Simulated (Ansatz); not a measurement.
# Resistivity from frozen vibrations: Pb(111) with 4 thermally displaced layers, 2x2, part 2 of 2

Aim: the resistivity of Pb at 300 K from frozen thermal displacements between perfect leads. The measured value for the pure metal at this temperature is 21.3 µΩ cm (CRC Handbook of Chemistry and Physics, 84th ed., 2003, Electrical Resistivity of Pure Metals).

Ansatz 0.2.0; Ansatz plane-wave DFT, PBE, PAW files; ballistic transport by layer matching (Landauer), zero bias; PAW set soft_1.

So far, open channels per spin nearest the Fermi level: step 2 (with 4 displaced layers) 4.95.

## Step 4: With 12 displaced layers

System of this step: Pb(111) with 12 thermally displaced layers, 2x2. The cell holds 72 atoms: 72 Pb. Its edges and angles: a = 7.001 Å, b = 7.001 Å, c = 51.450 Å, α = 90.0°, β = 90.0°, γ = 120.0°. It derives from Pb. Regions: lead, 24 atoms (24 Pb); scattering region, 48 atoms (48 Pb). The structure is stacked along c, and the current runs across the ab planes.

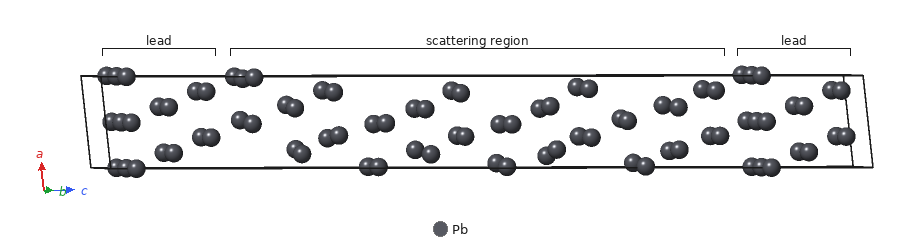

The cell of this step (lead dark grey). Some periodic images of atoms are drawn too.

The input, input.yaml:

```yaml
crystal:
  lattice:
    - [7.0014885046, 0.0, 0.0]
    - [-3.5007442523, 6.0634669093, 0.0]
    - [0.0, 0.0, 51.4502228287]
  atoms:
    - { symbol: Pb, position: [0.0, 0.0, 0.0277777778] }
    - { symbol: Pb, position: [0.0, 0.5, 0.0277777778] }
    - { symbol: Pb, position: [0.5, 0.0, 0.0277777778] }
    - { symbol: Pb, position: [0.5, 0.5, 0.0277777778] }
    - { symbol: Pb, position: [0.1666666667, 0.3333333333, 0.0833333333] }
    - { symbol: Pb, position: [0.1666666667, 0.8333333333, 0.0833333333] }
    - { symbol: Pb, position: [0.6666666667, 0.3333333333, 0.0833333333] }
    - { symbol: Pb, position: [0.6666666667, 0.8333333333, 0.0833333333] }
    - { symbol: Pb, position: [0.3333333333, 0.1666666667, 0.1388888889] }
    - { symbol: Pb, position: [0.3333333333, 0.6666666667, 0.1388888889] }
    - { symbol: Pb, position: [0.8333333333, 0.1666666667, 0.1388888889] }
    - { symbol: Pb, position: [0.8333333333, 0.6666666667, 0.1388888889] }
    - { symbol: Pb, position: [0.988115349, 0.9978858888, 0.1951216602] }
    - { symbol: Pb, position: [0.9713305248, 0.456066531, 0.1942498943] }
    - { symbol: Pb, position: [0.5168407339, 0.0247674789, 0.1959997701] }
    - { symbol: Pb, position: [0.4790064758, 0.4834702405, 0.199855985] }
    - { symbol: Pb, position: [0.2025452079, 0.3751601365, 0.2557314183] }
    - { symbol: Pb, position: [0.1548856551, 0.8421321937, 0.2512331604] }
    - { symbol: Pb, position: [0.683922977, 0.3457094089, 0.2505438318] }
    - { symbol: Pb, position: [0.6529534735, 0.7990189275, 0.2495548213] }
    - { symbol: Pb, position: [0.319986365, 0.1695462747, 0.3042971508] }
    - { symbol: Pb, position: [0.3549198369, 0.6853728879, 0.3063864037] }
    - { symbol: Pb, position: [0.8406480227, 0.1687894024, 0.3043503037] }
    - { symbol: Pb, position: [0.8244199164, 0.6553469989, 0.3065998263] }
    - { symbol: Pb, position: [0.0069169662, 0.0132756492, 0.3575350428] }
    - { symbol: Pb, position: [0.0088495997, 0.4825813849, 0.3591347843] }
    - { symbol: Pb, position: [0.4896615331, 0.9871333057, 0.3618946771] }
    - { symbol: Pb, position: [0.476431425, 0.4755750495, 0.3588346256] }
    - { symbol: Pb, position: [0.1931210775, 0.3343441142, 0.4135242489] }
    - { symbol: Pb, position: [0.1490648451, 0.7977983058, 0.4214833004] }
    - { symbol: Pb, position: [0.6419817509, 0.3442671871, 0.4181298398] }
    - { symbol: Pb, position: [0.6414166233, 0.8401911108, 0.4193505638] }
    - { symbol: Pb, position: [0.3455618282, 0.1726278106, 0.4747767241] }
    - { symbol: Pb, position: [0.3403574541, 0.6743500173, 0.471881177] }
    - { symbol: Pb, position: [0.8350797194, 0.1451671399, 0.4743532598] }
    - { symbol: Pb, position: [0.8108849589, 0.6417580983, 0.4732052929] }
    - { symbol: Pb, position: [0.0444655708, 0.0219630068, 0.5263899018] }
    - { symbol: Pb, position: [0.0086198898, 0.4896266778, 0.5274439783] }
    - { symbol: Pb, position: [0.4753101809, 0.9470788889, 0.5282935106] }
    - { symbol: Pb, position: [0.4716722403, 0.4840726656, 0.5238094433] }
    - { symbol: Pb, position: [0.1259002341, 0.311790865, 0.5855554356] }
    - { symbol: Pb, position: [0.1993305926, 0.8327576939, 0.586271898] }
    - { symbol: Pb, position: [0.6396125176, 0.2896673007, 0.5837368352] }
    - { symbol: Pb, position: [0.6705864897, 0.8235444994, 0.5841467725] }
    - { symbol: Pb, position: [0.3347982781, 0.1469479852, 0.6349139772] }
    - { symbol: Pb, position: [0.3265471426, 0.6618464222, 0.6379396928] }
    - { symbol: Pb, position: [0.8725642394, 0.206076022, 0.6377674799] }
    - { symbol: Pb, position: [0.8579008318, 0.6881558469, 0.6408083555] }
    - { symbol: Pb, position: [0.0162728568, 0.9911103653, 0.6964356396] }
    - { symbol: Pb, position: [0.0492182919, 0.518354281, 0.6927759953] }
    - { symbol: Pb, position: [0.5264348739, 0.0288305034, 0.6954375742] }
    - { symbol: Pb, position: [0.5064773948, 0.535241195, 0.6910806857] }
    - { symbol: Pb, position: [0.1764389323, 0.3329639122, 0.7467872384] }
    - { symbol: Pb, position: [0.1947580779, 0.8412784625, 0.7468595527] }
    - { symbol: Pb, position: [0.6736394416, 0.3234763531, 0.7448786284] }
    - { symbol: Pb, position: [0.6560507, 0.839352376, 0.7517109998] }
    - { symbol: Pb, position: [0.3371236975, 0.1676981546, 0.8068205377] }
    - { symbol: Pb, position: [0.3426003161, 0.6935462004, 0.8059556258] }
    - { symbol: Pb, position: [0.8453220912, 0.1790175464, 0.8027101765] }
    - { symbol: Pb, position: [0.8367609159, 0.7015766741, 0.8064580418] }
    - { symbol: Pb, position: [0.0, 0.0, 0.8611111111] }
    - { symbol: Pb, position: [0.0, 0.5, 0.8611111111] }
    - { symbol: Pb, position: [0.5, 0.0, 0.8611111111] }
    - { symbol: Pb, position: [0.5, 0.5, 0.8611111111] }
    - { symbol: Pb, position: [0.1666666667, 0.3333333333, 0.9166666667] }
    - { symbol: Pb, position: [0.1666666667, 0.8333333333, 0.9166666667] }
    - { symbol: Pb, position: [0.6666666667, 0.3333333333, 0.9166666667] }
    - { symbol: Pb, position: [0.6666666667, 0.8333333333, 0.9166666667] }
    - { symbol: Pb, position: [0.3333333333, 0.1666666667, 0.9722222222] }
    - { symbol: Pb, position: [0.3333333333, 0.6666666667, 0.9722222222] }
    - { symbol: Pb, position: [0.8333333333, 0.1666666667, 0.9722222222] }
    - { symbol: Pb, position: [0.8333333333, 0.6666666667, 0.9722222222] }
kpoints:
  mp_grid: { grid: [4, 4, 1] }
hamiltonian:
  xc: pbe
  pseudopotentials: { kind: paw, azcp: { folder: soft_1 } }
scf:
  occupations: { method: fermi_dirac, width: 0.1 }
output:
  transmission: { leads: [[0, 4]], kmesh: [8, 8], e_range: [-0.05, 0.05], de: 0.05 }
  write_potential: true
  write_density: true
  volumetric_format: npy
```

Run with:

```console
ansatz run input.yaml --threads 4 --pin off --max-ram 15360MiB --backend cpu --events-out ev --progress --plain --runs-dir out
```

Numbers of over 12 decimals in the logs are rounded to 6 here.

The log of the run:

```text
[...]
Crystal: 72 atoms, lattice volume = 2184.231 Å³
Basis set: ecut = 420 eV, 42621 PW (Γ)
Bands: 605, of which v1, the nominal top of the filled ones, is band 504 counted from 1 (503 counted from 0)
Symmetry: 1 space group operations
[...]
k-points: 10 of 16 (time reversal used)
[...]
SCF iter   1: F=—  HF=-857434.061537 eV  |F-HF|=—  |Δ(HF+E_count)|=         —  Δρ=8.23e-3  dr2=3.02e0  ethr=3.10e-3  ⟨swp⟩=7.0  Hψ=23875  notcnv=0  defer=145
[...]
SCF iter  10: F=-857433.311317 eV  HF=-857433.311317 eV  |F-HF|=2.54e-8  |Δ(HF+E_count)|=   3.61e-9  Δρ=4.17e-7  dr2=2.87e-8  ethr=9.92e-12  ⟨swp⟩=10.8  Hψ=22768  notcnv=0
SCF 1 converged in 10 iterations: F = -857433.311317 eV  dr2 = 2.87e-8
[...]
transmission: 222 of 2176 steps passed
transmission: 441 of 2176 steps passed
[...]
transmission: 2176 of 2176 steps passed
SCF converged after 10 iterations
Free energy (F): -857433.311317 eV
[...]
Internal energy: -857432.221579 eV  (E = F + TS)
E sigma→0 (E₀):  -857432.766448 eV
Entropy (-TS):   -1.089738 eV (-15.135 meV/atom)
Fermi energy:    11.211090 eV
[...]
--- Band table (eV; the first three rows and the last of 10) ---
  k-point 0: bands = [... 500 lower, 11.6257, 11.6935, 11.7136, 11.7455, 11.8169, 11.8405, 11.8634, 12.0512, ... 97 higher]
  k-point 1: bands = [... 500 lower, 11.0054, 11.2105, 11.3151, 11.3898, 11.4096, 11.4918, 11.5193, 11.6183, ... 97 higher]
  k-point 2: bands = [... 500 lower, 11.0940, 11.1235, 11.1502, 11.1975, 11.2511, 11.2928, 11.3143, 11.3277, ... 97 higher]
  k-point 9: bands = [... 500 lower, 11.0902, 11.1243, 11.1575, 11.2000, 11.2133, 11.2375, 11.3086, 11.3374, ... 97 higher]
--- Transmission ---
  basis      : 367 plane waves across, 64 finite elements along
  points     : 34, standing for a mesh of 8 x 8
[...]
channels       : 5.171875e0 a spin
[...]
junction   : crystal 0 to crystal 0, 2.86 to 51.45 Å
    transmission   : 3.308070e0 a spin
[...]
```

Wall time 42 min (4 threads of Arm Neoverse V1, shared host); peak memory 10 GiB.

Numbers from this step:

| Item | Value |
| --- | --- |
| free energy | -857433.3113 eV |
| energy at zero smearing | -857432.7664 eV |
| Fermi energy | 11.21 eV |
| transmission per spin nearest the Fermi level | 3.308 |
| step of the lead's potential | 10.5 meV |

Per spin. The transmission, zone mean by energy, zero at the Fermi level:

```
energy (eV)  transmission, zone mean
    -0.0500                     3.28
     0.0000                     3.31
     0.0500                     3.38
```

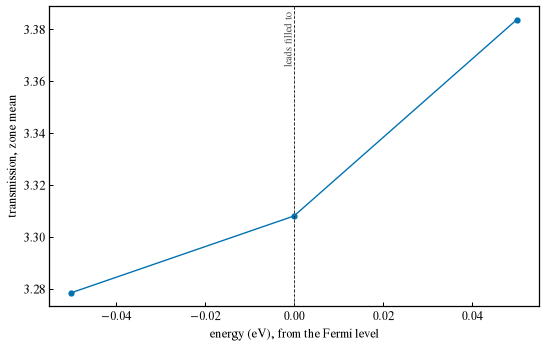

Transmission, zone mean against energy.

Over the solved energies the transmission per spin lies between 3.28 and 3.38, out of 5.23 channels of the lead on average (up to 5.36).

## Step 5: The fit

This step: Ansatz plane-wave DFT, PBE, PAW files; ballistic transport by layer matching (Landauer), zero bias; resistivity from the slope of the area resistance; PAW set soft_1 (Ansatz 0.2.0).

Numbers from this step:

```
resistivity           : 17.11 µΩ cm
intercept             : 0.01899 fΩ m²
scatter about the fit : 0.005497 fΩ m²
```

Resistance, by row:

```
run  length (Å)      T  channels N  RA (fΩ m²)
 n4       11.43  4.197       5.005      0.2107
 n8       22.87   3.66       5.078       0.418
n12        34.3  3.323       5.234      0.6019
```

The area resistance by length of the displaced region:

```
length of the displaced region (Å)  area resistance (fΩ m²)
                             11.43                    0.211
                             22.87                    0.418
                             34.30                    0.602
```

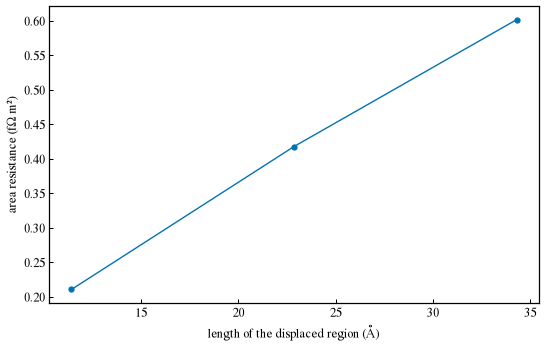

Area resistance, plotted against length of the displaced region.

The area resistance goes from 0.21 to 0.60 fΩ m² between 11 and 34.3 Å, a slope of 17 µΩ cm.

By hand from the end points: (0.6019 − 0.2107) fΩ m² / (34.30 − 11.4) Å = 17 µΩ cm, since 1 fΩ m² per Å is 1000 µΩ cm.

## Step 6: Outcome

- resistivity from the slope: 17.1 µΩ cm
- area resistance over 11.4 Å: 0.211 fΩ m²
- area resistance over 22.9 Å: 0.418 fΩ m²
- area resistance over 34.3 Å: 0.602 fΩ m²

In words: The slope gives 17 µΩ cm. The points scatter by 0.0055 fΩ m² about the line, with one random draw a length in a 2x2 cell, so the slope is a rough value. The mean square of the displacements drawn is 0.75, 0.94 and 0.81 of the nominal one at the three lengths; with each resistance scaled back by that, the slope is 20 µΩ cm, the value used below. The lead's own channel count moves between the runs (5.01, 5.08 and 5.23), which shifts RA and the slope too. Read with a model of isotropic scattering on a spherical Fermi surface and the lead's 0.91×10¹⁵ S/m², this slope means a mean free path near 43 Å; over these lengths the model's slope is 1.05 times its bulk resistivity, which would be 19 µΩ cm. Uncorrelated displacements put too much weight on short waves, which scatter strongly; with the sideways repeat of a small cell, one draw and three short lengths, the method is good to a factor of two or three. The measured value is 21.3 µΩ cm (CRC Handbook of Chemistry and Physics, 84th ed., 2003, Electrical Resistivity of Pure Metals); the scaled slope is 0.95 times that and the corrected value 0.90: fair for so small a cell. Spin-orbit coupling is left out, which matters for Pb.

[Logs are printed without paths, hosts, clocks, repeated set-up lines and the standing remarks that a program may print on its own settings, such as how far it seeks lower states.]

[Hosts, paths, dates, database ids (printed as entryN), source tags and the programs' standing remarks are cut or masked in the printed files.]
